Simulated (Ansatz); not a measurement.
**Converging the plane-wave cutoff: CrAgSe2 (R3m, 4 atoms in the cell)**

```xyz
4
Lattice="1.8769 1.0836 7.0525 -1.8769 1.0836 7.0525 0.0000 -2.1672 7.0525" Properties=species:S:1:pos:R:3 pbc="T T T"
Cr     0.0000     0.0000     0.0525
Ag     0.0000     0.0000    17.9666
Se     0.0000     0.0000    15.4262
Se     0.0000     0.0000     5.6237
```
Moments meant for the start (each program seeds them in its own way; μB, in the order of the atoms Cr Ag Se Se): 3.0 0.0 0.0 0.0.

Computed with PBEsol, default PAW files made with PBE (plane waves; Ansatz, an electronic-structure program).

Base settings: basis.ecutwfc = 420 eV; kpoints.mp_grid.grid = 4 4 4; hamiltonian.xc = pbesol; hamiltonian.pseudopotentials = {kind: paw} (the program's default PAW files); magnetization.spin_polarized = true; scf.occupations.method = fermi_dirac; scf.occupations.width = 0.05 eV.

The second cell is the first with its lattice scaled by 0.98.

The mesh stays at the base's, so the ladder's end is converged at best in this setting alone.

The first pressure column holds Ansatz's estimate of the finite-basis (Pulay) stress, which hides part of the cutoff error; the other is without it.

Only quantities that move along the ladder and can be compared are tabulated.

The count of work is k-points × plane waves × bands × iterations; it is no time. 

The starting cell comes from a database of computed structures (which also holds hypothetical and non-ambient phases and stackings), without a prior relaxation at this level. Its lattice was rescaled by up to half a per cent. One atom was moved a little off its site on purpose. With one magnetic atom in the cell only a parallel order is possible. In the base run, with a pressure of about -4 GPa the cell is away from its equilibrium volume at this level.

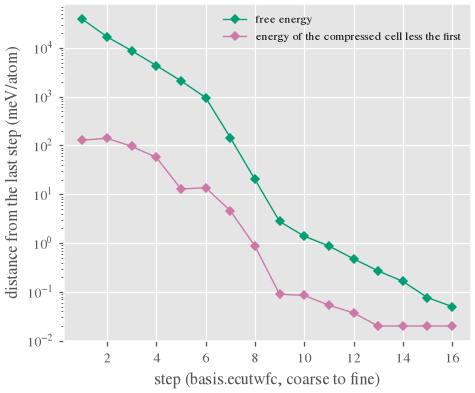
*Distance from the last step along the ladder; very small values are drawn at a floor.*

```tsv
basis.ecutwfc	free energy less the last step's (meV/atom)	energy of the compressed cell less the first (meV/atom)	pressure (GPa)	pressure without the Pulay estimate (GPa)	largest difference of a force vector from the last step's (eV/Å)	count of work / last
145 eV	38659.89	-145.72	3.17	-919.83	2.046	0.059
170 eV	16851.02	-157.51	-4.90	-479.06	0.899	0.061
190 eV	8700.58	-113.04	-5.79	-284.70	0.369	0.068
210 eV	4337.46	-74.15	-5.03	-165.01	0.196	0.083
230 eV	2107.38	-30.02	-3.63	-94.22	0.161	0.10
250 eV	955.76	-3.53	-4.08	-51.41	0.124	0.11
295 eV	145.07	-21.78	-4.22	-13.91	0.019	0.13
335 eV	20.14	-16.29	-4.19	-5.90	0.003	0.19
380 eV	2.77	-17.07	-4.21	-4.37	0.002	0.21
420 eV	1.39	-17.08	-4.22	-4.25	0.001	0.25
460 eV	0.87	-17.11	-4.22	-4.25	0.001	0.29
505 eV	0.48	-17.12	-4.22	-4.24	0.000	0.30
565 eV	0.27	-17.15	-4.22	-4.23	0.000	0.42
630 eV	0.16	-17.15	-4.23	-4.23	0.000	0.49
735 eV	0.08	-17.16	-4.23	-4.23	0.000	0.62
840 eV	0.04	-17.16	-4.23	-4.23	0.000	0.76
1010 eV	0.00	-17.16	-4.23	-4.23	0.000	1.0
```

Coarsest basis.ecutwfc that holds the pressure within 1 GPa of the last step, with all finer ones: 210 eV, at 0.083 of the last step's count of work; the step before is off by 1.6 GPa.

Coarsest basis.ecutwfc that holds the free energy within 5 meV/atom of the last step, with all finer ones: 380 eV, at 0.21 of the last step's count of work; the step before is off by 20 meV/atom.

Coarsest basis.ecutwfc that holds the forces within 0.01 eV/Å of the last step, with all finer ones: 335 eV, at 0.19 of the last step's count of work; the step before is off by 0.019 eV/Å.

The energy difference between the two cells stays within 1 meV/atom of the last step's from 335 eV on, the total only from 460 eV on: much of the error is common to both cells and cancels.

At the lowest cutoff the pressure without the Pulay estimate lies 916 GPa under the last step's, the usual sign of Pulay stress in an incomplete plane-wave basis.

Keys are those of Ansatz 0.2.
